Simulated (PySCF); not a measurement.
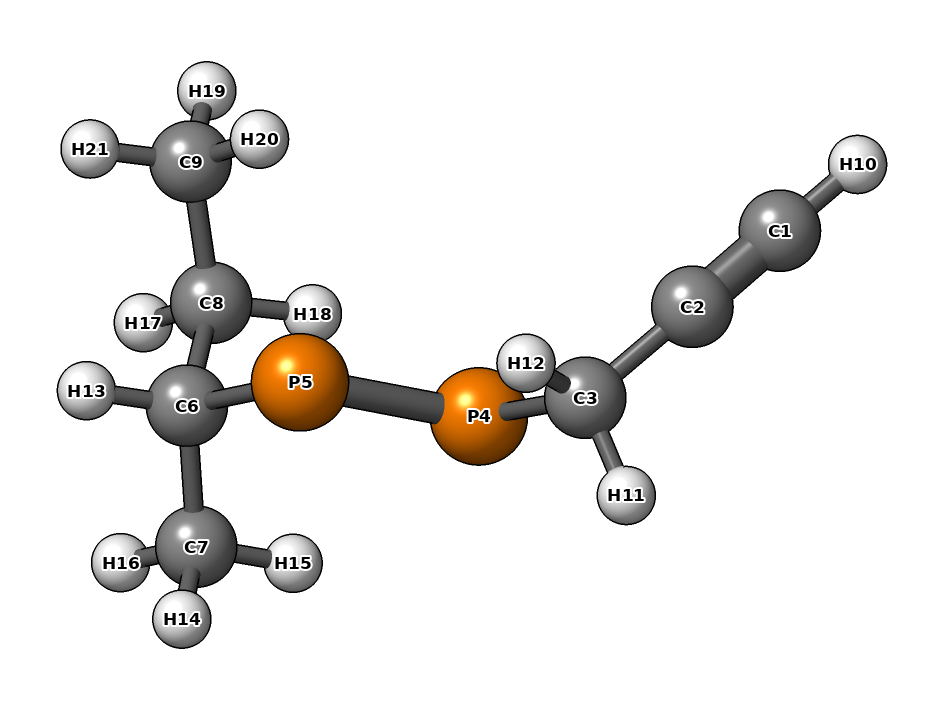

The thickness of each stick grows with its Mayer bond order. The geometry was computed by an optimisation with GFN2-xTB. No frequency run is at hand to confirm it as a minimum. Method: PBE0/pcSseg-1 (PySCF 2.14.0).

Which bond between heavy atoms has the highest Mayer bond order?

Answer. C1–C2, 2.55, at a length of 1.197 Å.

List the Mayer bond orders of C1–C2, C2–C3, C3–P4, P4–P5, P5–C6, C6–C7, C6–C8, C8–C9 (bonds between heavy atoms, one of each equivalent set).

```tsv
bond	Mayer order	length (Å)
C1–C2	2.55	1.197
C2–C3	1.06	1.442
C3–P4	0.95	1.885
P4–P5	1.83	2.031
P5–C6	0.93	1.880
C6–C7	1.02	1.526
C6–C8	0.98	1.529
C8–C9	1.06	1.522
```

The geometry is semi-empirical. Around P such bond lengths and angles can be off by a tenth of an ångström or more and by several degrees, and values that hang on the shape move with them.
